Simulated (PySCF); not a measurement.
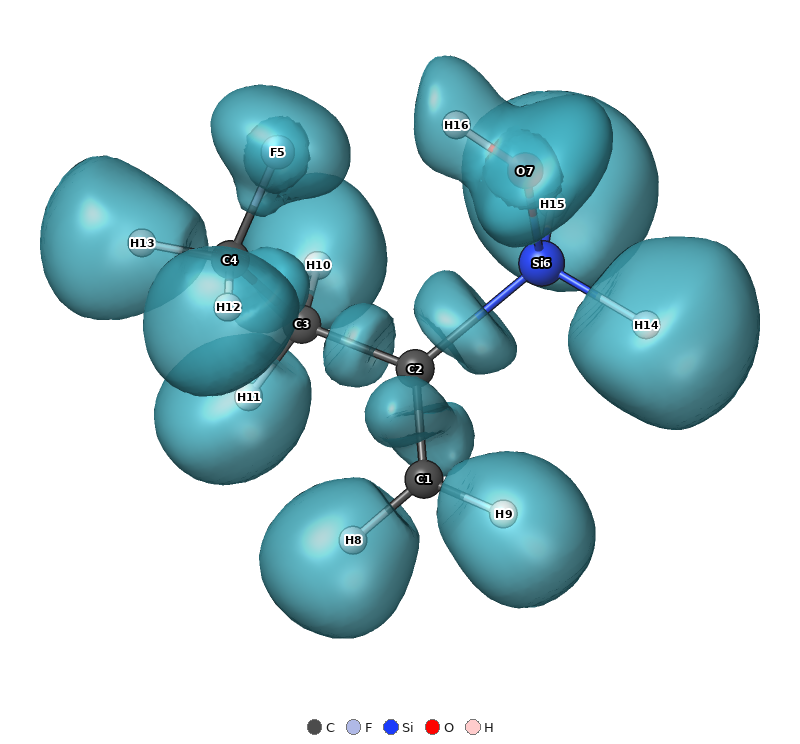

C4H9FOSi (SMILES C=C(CCF)[SiH2]O). Isosurface of the ELF at 0.75 (cyan), seen across its widest extent. Core shells and regions of very low density are left out.

Geometry: GFN2-xTB.

The calculation used PBE0/pcSseg-1, SCF density, gas phase, non-relativistic in PySCF.

```xyz
16

C    -0.2648   -1.7781   -0.9147
C    -0.0089   -0.8053   -0.0515
C     1.2373    0.0274   -0.2226
C     0.9463    1.3679   -0.8894
F     0.3007    2.2277   -0.0247
Si   -1.1638   -0.4228    1.4084
O    -2.0091    0.9459    1.2124
H     0.3938   -2.0140   -1.7395
H    -1.1471   -2.3890   -0.8291
H     1.7019    0.2189    0.7471
H     1.9576   -0.4962   -0.8564
H     0.2889    1.2499   -1.7563
H     1.8711    1.8745   -1.1829
H    -2.2213   -1.4184    1.4907
H    -0.3138   -0.3489    2.6031
H    -1.5764    1.7694    0.9938
```

**Describe the localisation domains.**

The surface consists of three regions between bonded C–C atoms (shared pairs), one region between bonded C–Si atoms (shared pairs), eight regions around hydrogen nuclei, one region on F in which the atom's valence shell and bonds are merged and one joined region spread over several atoms (H, O), in which their bonds and any lone pairs are merged. Along the contacts the grid gives the following. C–C (1.33 Å): the ELF peaks at about 0.90 between the atoms: a short, multiple covalent bond. C–F (1.38 Å): the ELF peaks at about 0.85 between the atoms, as expected for a polar covalent bond.
